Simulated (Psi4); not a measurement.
# One shape, several levels: doublet NOF+

Wanted: a comparison of 4 runs (UHF/STO-3G, U-wB97X-V/def2-TZVPP, UHSE06/def2-TZVPP, UTPSSh/def2-TZVPP) of doublet NOF+. 

Program for the calculation: Psi4 1.11.

### 1 The molecule

NOF+: 3 atoms, total charge +1, spin state doublet. SMILES of the parent species: `O=NF`. The shape is that of a PBE0-D4/def2-TZVP optimisation. That shape belongs to the parent species and isn't relaxed for this state.

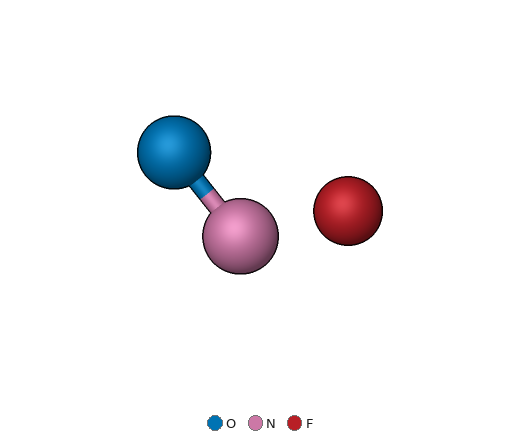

The structure, seen from a chosen angle (oxygen blue, nitrogen pink, fluorine red).

### 2 A single-point energy at UHF/STO-3G (run 1)

input.dat reads:

```
memory 2200 mb

molecule {
  1 2
  O      0.868350     0.242970     0.504740
  N      0.148930    -0.482540     0.029910
  F     -1.017290     0.239580    -0.534650
  symmetry c1
  no_reorient
  no_com
}

set globals {
  basis         STO-3G
  reference     uhf
  puream        true
  e_convergence 1e-09
  d_convergence 1e-08
  scf_type      pk
  maxiter       100
}

E, wfn = energy('scf', return_wfn=True)
oeprop(wfn, 'MULLIKEN_CHARGES', 'LOWDIN_CHARGES', 'WIBERG_LOWDIN_INDICES')
print_variables()
```

Command:

```console
$ psi4 -n 1 input.dat output.dat
```

output.dat:

```text
[...]
  Running in c1 symmetry.
[...]
  Nuclear repulsion =   66.472921694977657
[...]
  Multiplicity = 2
[...]
  Nalpha       = 12
  Nbeta        = 11
[...]
    Number of basis functions: 15
[...]
   @UHF iter   1:  -224.94990079413401   -7.47283e-01   3.18540e-02 ADIIS/DIIS
[...]
   @UHF iter  24:  -225.17748608441002    5.68434e-14   4.45358e-09 DIIS
[...]
   @S^2 Observed:                1.031696682E+00
[...]
    Orbital Energies [Eh]
    ---------------------
    Alpha Occupied:
       1A    -26.541166     2A    -21.130156     3A    -16.129194
       4A     -2.134735     5A     -1.959844     6A     -1.350174
       7A     -1.214192     8A     -1.143539     9A     -1.126464
      10A     -0.957918    11A     -0.956300    12A     -0.893814
    Alpha Virtual:
      13A     -0.238324    14A     -0.088762    15A      0.399178
    Beta Occupied:
       1A    -26.526675     2A    -21.100488     3A    -16.142996
[...]
  @UHF Final Energy:  -225.17748608441002
   => Energetics <=
    Nuclear Repulsion Energy =             66.4729216949776571
    One-Electron Energy =                -433.7319562281260232
    Two-Electron Energy =                 142.0815484487383173
    Total Energy =                       -225.1774860844100203
  UHF NO Occupations:
  HONO-2 :   10  A 1.9336115
  HONO-1 :   11  A 1.9213912
[...]
 Multipole Moments:
 ------------------------------------------------------------------------------------
     Multipole            Electronic (a.u.)      Nuclear  (a.u.)        Total (a.u.)
 ------------------------------------------------------------------------------------
 L = 1.  Multiply by 2.5417464519 to convert [e a0] to [Debye]
 Dipole X            :          2.4484143           -2.2039876            0.2444267
 Dipole Y            :         -1.2987986            1.3647602            0.0659616
 Dipole Z            :          1.2086797           -1.0668638            0.1418160
 Magnitude           :                                                    0.2901846
[...]
  Mulliken Charges: (a.u.)
   Center  Symbol    Alpha    Beta     Spin     Total
       1     O     4.35585  3.31560  1.04025  0.32856
       2     N     2.96968  3.58400 -0.61432  0.44633
       3     F     4.67447  4.10041  0.57406  0.22512
   Total alpha = 12.00000, Total beta = 11.00000, Total charge =  1.00000
  Lowdin Charges: (a.u.)
   Center  Symbol    Alpha    Beta     Spin     Total
       1     O     4.30719  3.30686  1.00033  0.38594
       2     N     3.02934  3.58251 -0.55317  0.38816
       3     F     4.66347  4.11063  0.55284  0.22590
[...]
```

Run time: 2.6 s. Hardware: 1 thread of Intel Xeon Platinum 8259CL at 2.50GHz (Skylake/Cascade Lake), shared host; peak memory 0.18 GiB.

### 3 The energy at U-wB97X-V/def2-TZVPP (run 2)

fno.xyz reads:

```xyz
3
FNO
O      0.868350     0.242970     0.504740
N      0.148930    -0.482540     0.029910
F     -1.017290     0.239580    -0.534650
```

run.py reads:

```python
import psi4

psi4.set_memory(2200000000)
psi4.set_num_threads(1)
psi4.set_output_file('output.dat', False)

with open('fno.xyz') as f:
    atoms = ''.join(f.readlines()[2:])
molecule = psi4.geometry('1 2\n' + atoms + 'symmetry c1')

options = {'basis': 'def2-TZVPP', 'reference': 'uks', 'puream': True, 'e_convergence': 1e-09, 'd_convergence': 1e-08, 'scf_type': 'pk', 'dft_radial_points': 99, 'dft_spherical_points': 590, 'maxiter': 100}
psi4.set_options(options)

energy_value, wavefunction = psi4.energy("WB97X-V", return_wfn=True)
print(f'WB97X-V energy: {energy_value:.10f} Eh')
```

Command:

```console
$ python run.py
```

output.dat:

```text
[...]
  Running in c1 symmetry.
[...]
  Nuclear repulsion =   66.472921694977643
[...]
  Multiplicity = 2
[...]
  Nalpha       = 12
  Nbeta        = 11
[...]
    Number of basis functions: 93
[...]
   @UKS iter   1:  -229.13247562213610    3.21435e-02   5.59419e-03 DIIS/ADIIS
[...]
   @UKS iter  19:  -229.26023052099862   -2.13163e-12   4.89691e-09 DIIS
[...]
   @S^2 Observed:                7.695679537E-01
[...]
    Orbital Energies [Eh]
    ---------------------
    Alpha Occupied:
       1A    -25.185397     2A    -19.804356     3A    -15.060122
       4A     -1.848270     5A     -1.698502     6A     -1.229833
       7A     -1.109280     8A     -1.059424     9A     -1.059327
      10A     -0.900270    11A     -0.894597    12A     -0.865813
    Alpha Virtual:
      13A     -0.393219    14A     -0.279791    15A     -0.001660
      16A      0.065006    17A      0.112186    18A      0.115696
      19A      0.207716    20A      0.257919    21A      0.273779
      22A      0.285765    23A      0.367022    24A      0.398035
      25A      0.470284    26A      0.514228    27A      0.665840
[...]
  @UKS Final Energy:  -229.26023052099862
   => Energetics <=
    Nuclear Repulsion Energy =             66.4729216949776429
    One-Electron Energy =                -438.8349677376536988
    Two-Electron Energy =                 161.2588349645585879
    DFT Exchange-Correlation Energy =     -18.2541917417995485
    Empirical Dispersion Energy =           0.0000000000000000
    VV10 Nonlocal Energy =                  0.0971722989184220
    Total Energy =                       -229.2602305209986184
[...]
 Multipole Moments:
 ------------------------------------------------------------------------------------
     Multipole            Electronic (a.u.)      Nuclear  (a.u.)        Total (a.u.)
 ------------------------------------------------------------------------------------
 L = 1.  Multiply by 2.5417464519 to convert [e a0] to [Debye]
 Dipole X            :         -0.3608008            1.0164658            0.6556651
 Dipole Y            :         -0.0911701           -0.1919967           -0.2831667
 Dipole Z            :          0.0000000           -0.0000000            0.0000000
 Magnitude           :                                                    0.7141989
[...]
```

Standard output:

```text
WB97X-V energy: -229.2602305210 Eh
```

Wall time 63 s (1 thread of Intel Xeon Platinum 8259CL at 2.50GHz (Skylake/Cascade Lake), shared host); peak memory 0.82 GiB.

### 4 Energy and gradient at UHSE06/def2-TZVPP (run 3)

fno.xyz is that of step 3.

calc.py reads:

```python
import psi4

psi4.set_memory('2200 MB')
psi4.set_num_threads(1)
psi4.set_output_file('output.dat', False)

with open('fno.xyz') as f:
    atoms = ''.join(f.readlines()[2:])
geom = psi4.geometry('1 2\n' + atoms + 'symmetry c1')

options = {'basis': 'def2-TZVPP', 'reference': 'uks', 'puream': True, 'e_convergence': 1e-09, 'd_convergence': 1e-08, 'scf_type': 'pk', 'dft_radial_points': 99, 'dft_spherical_points': 590, 'maxiter': 100}
psi4.set_options(options)

energy_value, wavefunction = psi4.gradient('HSE06', return_wfn=True)
print('gradient / Eh bohr^-1')
print(energy_value.np.round(6))
print(f'energy = {wavefunction.energy():.10f} Eh')
for k, v in sorted(psi4.core.scalar_variables().items()):
    print(f'{k:45s} {v:18.10f}')
```

Command:

```console
$ python calc.py
```

output.dat:

```text
[...]
  Running in c1 symmetry.
[...]
  Nuclear repulsion =   66.472921694977643
[...]
  Multiplicity = 2
[...]
  Nalpha       = 12
  Nbeta        = 11
[...]
    Number of basis functions: 93
[...]
   @UKS iter   1:  -229.07168217907349    1.65362e-01   3.83503e-03 DIIS/ADIIS
[...]
   @UKS iter  16:  -229.12603984451002   -1.53761e-11   3.17398e-09 DIIS
[...]
   @S^2 Observed:                7.697960800E-01
[...]
    Orbital Energies [Eh]
    ---------------------
    Alpha Occupied:
       1A    -25.187834     2A    -19.784594     3A    -15.019042
       4A     -1.734354     5A     -1.589753     6A     -1.115033
       7A     -0.999497     8A     -0.947828     9A     -0.946441
      10A     -0.792724    11A     -0.785758    12A     -0.765128
    Alpha Virtual:
      13A     -0.506879    14A     -0.392785    15A     -0.096889
      16A     -0.033616    17A      0.016111    18A      0.020067
      19A      0.107073    20A      0.147864    21A      0.172292
      22A      0.187729    23A      0.257550    24A      0.290138
      25A      0.363339    26A      0.413429    27A      0.558468
[...]
  @UKS Final Energy:  -229.12603984451002
   => Energetics <=
    Nuclear Repulsion Energy =             66.4729216949776429
    One-Electron Energy =                -438.9169387221480179
    Two-Electron Energy =                 162.7544829869231364
    DFT Exchange-Correlation Energy =     -19.4365058042627723
    Empirical Dispersion Energy =           0.0000000000000000
    VV10 Nonlocal Energy =                  0.0000000000000000
    Total Energy =                       -229.1260398445100179
[...]
 Multipole Moments:
 ------------------------------------------------------------------------------------
     Multipole            Electronic (a.u.)      Nuclear  (a.u.)        Total (a.u.)
 ------------------------------------------------------------------------------------
 L = 1.  Multiply by 2.5417464519 to convert [e a0] to [Debye]
 Dipole X            :         -0.3729846            1.0164658            0.6434813
 Dipole Y            :         -0.0851783           -0.1919967           -0.2771750
 Dipole Z            :         -0.0000000           -0.0000000           -0.0000000
 Magnitude           :                                                    0.7006384
[...]
  -Total Gradient:
     Atom            X                  Y                   Z
    ------   -----------------  -----------------  -----------------
       1        0.035746906410     0.065761891257    -0.000000000000
       2       -0.032939713724    -0.090862479909    -0.000000000001
       3       -0.002819433734     0.025123225117     0.000000000000
[...]
```

On the terminal:

```text
gradient / Eh bohr^-1
[[ 0.035747  0.065762 -0.      ]
 [-0.03294  -0.090862 -0.      ]
 [-0.002819  0.025123  0.      ]]
energy = -229.1260398445 Eh
CURRENT ENERGY                                   -229.1260398445
CURRENT REFERENCE ENERGY                         -229.1260398445
DD SOLVATION ENERGY                                 0.0000000000
DFT FUNCTIONAL TOTAL ENERGY                      -229.1260398445
DFT TOTAL ENERGY                                 -229.1260398445
DFT VV10 ENERGY                                     0.0000000000
DFT XC ENERGY                                     -19.4365058043
GRID ELECTRONS ALPHA                               11.9999999362
GRID ELECTRONS BETA                                10.9999999380
GRID ELECTRONS TOTAL                               22.9999998741
NUCLEAR REPULSION ENERGY                           66.4729216950
ONE-ELECTRON ENERGY                              -438.9169387221
PCM POLARIZATION ENERGY                             0.0000000000
PE ENERGY                                           0.0000000000
SCF ITERATION ENERGY                             -229.1260398445
SCF ITERATIONS                                     16.0000000000
SCF TOTAL ENERGY                                 -229.1260398445
TWO-ELECTRON ENERGY                               162.7544829869
XC GRID RADIAL POINTS                              99.0000000000
XC GRID SPHERICAL POINTS                          590.0000000000
XC GRID TOTAL POINTS                           168222.0000000000
```

It took 53 s on 1 thread of Intel Xeon Platinum 8259CL at 2.50GHz (Skylake/Cascade Lake), shared host; peak memory 0.82 GiB.

### 5 The energy at UTPSSh/def2-TZVPP (run 4)

job.json reads:

```json
{
 "schema_name": "qcschema_input",
 "schema_version": 1,
 "molecule": {
  "schema_name": "qcschema_molecule",
  "schema_version": 2,
  "symbols": ["O", "N", "F"],
  "geometry": [1.64094368, 0.45914676, 0.95382036, 0.28143691, -0.91186844, 0.05652171, -1.92239949, 0.45274058, -1.01034207],
  "molecular_charge": 1,
  "molecular_multiplicity": 2,
  "fix_symmetry": "c1"
 },
 "driver": "energy",
 "model": {
  "method": "tpssh",
  "basis": "def2-TZVPP"
 },
 "keywords": {
  "reference": "uks",
  "puream": true,
  "e_convergence": 1e-09,
  "d_convergence": 1e-08,
  "scf_type": "pk",
  "dft_radial_points": 99,
  "dft_spherical_points": 590,
  "maxiter": 100,
  "scf_properties": ["WIBERG_LOWDIN_INDICES", "MULLIKEN_CHARGES", "MAYER_INDICES"]
 }
}
```

Command:

```console
$ psi4 --qcschema job.json -n 1 --memory 2200MB
```

stdout:

```text
[...]
  Running in c1 symmetry.
[...]
  Nuclear repulsion =   66.472921806039651
[...]
  Multiplicity = 2
[...]
  Nalpha       = 12
  Nbeta        = 11
[...]
    Number of basis functions: 93
[...]
   @UKS iter   1:  -229.30305024845859    1.67028e-01   3.46759e-03 ADIIS/DIIS
[...]
   @UKS iter  16:  -229.34380034155987   -7.84439e-12   6.46466e-09 DIIS
[...]
   @S^2 Observed:                7.644906652E-01
[...]
    Orbital Energies [Eh]
    ---------------------
    Alpha Occupied:
       1A    -25.030956     2A    -19.638424     3A    -14.891703
       4A     -1.685871     5A     -1.545860     6A     -1.084288
       7A     -0.968866     8A     -0.921768     9A     -0.917810
      10A     -0.764329    11A     -0.754568    12A     -0.743283
    Alpha Virtual:
      13A     -0.515752    14A     -0.402567    15A     -0.095243
      16A     -0.033264    17A      0.019370    18A      0.023712
      19A      0.107174    20A      0.140362    21A      0.174044
      22A      0.189008    23A      0.257904    24A      0.289617
      25A      0.363218    26A      0.414309    27A      0.556847
[...]
  @UKS Final Energy:  -229.34380034155987
   => Energetics <=
    Nuclear Repulsion Energy =             66.4729218060396505
    One-Electron Energy =                -439.0109947412898919
    Two-Electron Energy =                 166.1501907961213362
    DFT Exchange-Correlation Energy =     -22.9559182024309862
    Empirical Dispersion Energy =           0.0000000000000000
    VV10 Nonlocal Energy =                  0.0000000000000000
    Total Energy =                       -229.3438003415598700
[...]
 Multipole Moments:
 ------------------------------------------------------------------------------------
     Multipole            Electronic (a.u.)      Nuclear  (a.u.)        Total (a.u.)
 ------------------------------------------------------------------------------------
 L = 1.  Multiply by 2.5417464519 to convert [e a0] to [Debye]
 Dipole X            :         -0.3927513            1.0164658            0.6237145
 Dipole Y            :         -0.0732000           -0.1919967           -0.2651966
 Dipole Z            :         -0.0000000           -0.0000000           -0.0000000
 Magnitude           :                                                    0.6777530
[...]
  Mulliken Charges: (a.u.)
   Center  Symbol    Alpha    Beta     Spin     Total
       1     O     4.05136  3.64903  0.40233  0.29961
       2     N     3.29746  3.14062  0.15684  0.56192
       3     F     4.65118  4.21035  0.44082  0.13847
   Total alpha = 12.00000, Total beta = 11.00000, Total charge =  1.00000
  Mayer Bond Indices:
  Total Bond Index:
  Irrep: 1 Size: 3 x 3
[...]
```

The result, in JSON:

```text
{
 "driver": "energy",
 "model": {
  "method": "tpssh",
  "basis": "def2-TZVPP"
 },
 "success": true,
 "return_result": -229.34380034155987,
 "properties": {
  "calcinfo_nbasis": 93,
  "calcinfo_nmo": 93,
  "calcinfo_nalpha": 12,
  "calcinfo_nbeta": 11,
  "calcinfo_natom": 3,
  "nuclear_repulsion_energy": 66.47292180603965,
  "return_energy": -229.34380034155987,
  "scf_one_electron_energy": -439.0109947412899,
  "scf_two_electron_energy": 166.15019079612134,
  "scf_xc_energy": -22.955918202430986,
  "scf_dipole_moment": [0.6237145398042157, -0.2651966144101907, -3.868211297923764e-16],
  "scf_total_energy": -229.34380034155987,
  "scf_iterations": 16
 }
}
```

It took 42 s on 1 thread of Intel Xeon Platinum 8259CL at 2.50GHz (Skylake/Cascade Lake), shared host; peak memory 1.3 GiB.

### 6 The series

```
run                 level         integration grid      task  energy (Eh)  HOMO energy (eV)  LUMO energy (eV)   ⟨S²⟩  wall time
  1            UHF/STO-3G                        –    energy  -225.177486            -24.32             -7.90  1.032      2.6 s
  2  U-wB97X-V/def2-TZVPP  99 radial × 590 angular    energy  -229.260231            -23.56            -13.76  0.770       63 s
  3     UHSE06/def2-TZVPP  99 radial × 590 angular  gradient  -229.126040            -20.81            -16.58  0.770       53 s
  4     UTPSSh/def2-TZVPP  99 radial × 590 angular    energy  -229.343800            -20.06            -16.86  0.764       42 s
```

### 7 Results

| quantity | value |
| --- | --- |
| run 4: total energy | -229.34380 Eh |
| run 4: HOMO energy (highest over α and β) | -20.06 eV |
| run 4: LUMO energy (lowest over α and β) | -16.86 eV |
| run 4: ⟨S²⟩ | 0.764 |

**Reading.** Totals of different functionals can't be ranked against each other. In run 1 the basis is minimal, so the values are rough. Spin contamination of the reference: run 1 ⟨S²⟩ = 1.03. All runs together took 2.7 min, the longest 63 s.
